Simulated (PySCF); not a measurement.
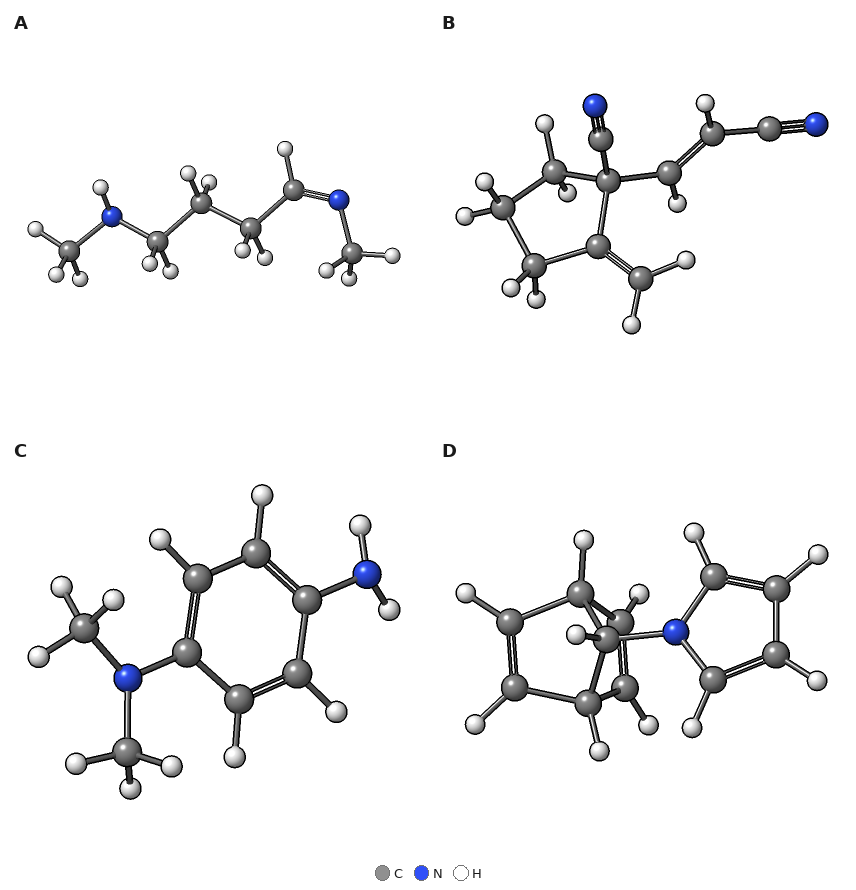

(Drawn from a calculation with PySCF.)

Which panel belongs to which SMILES?
(1) C/N=C\CCCNC
(2) C=C1CCC[C@]1(C#N)/C=C/C#N
(3) c1ccn([C@H]2[C@H]3C=C[C@@H]2C=C3)c1
(4) CN(C)c1ccc(N)cc1

A is (1), B is (2), C is (4), D is (3).
